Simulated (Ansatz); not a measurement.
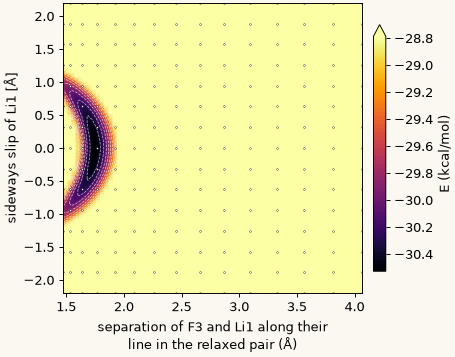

CH₃FLi, charge +1. First axis: separation of F3 and Li1 along their line in the relaxed pair. Second axis: sideways slip of Li1. Nothing is relaxed (both partners rigid). The scan uses a 15 × 15 grid. Points are written as (first, second). Energies: kcal/mol, counted from the ion and the molecule far apart, frozen as in the relaxed pair, each in its own basis (no counterpoise correction). The calculation used RKS PBE0-D4/def2-TZVPD (Ansatz 0.2.0).

In the figure: a smooth colour map with a few white contour lines, dots at the grid points, one colour for all values above the top of the scale. Between grid points the surface is interpolated.

> Estimate the position of the minimum and the force constants in these coordinates.

The interpolated minimum is at the first coordinate ≈ 1.748 Å, sideways slip of Li1 ≈ 0.000 Å. The curvatures there are about 5.6 eV/Å² and 0.022 eV/Å², with a cross term of about 0 eV/Å². Round the minimum the two coordinates are nearly uncoupled. (1 eV is 23.1 kcal/mol.)
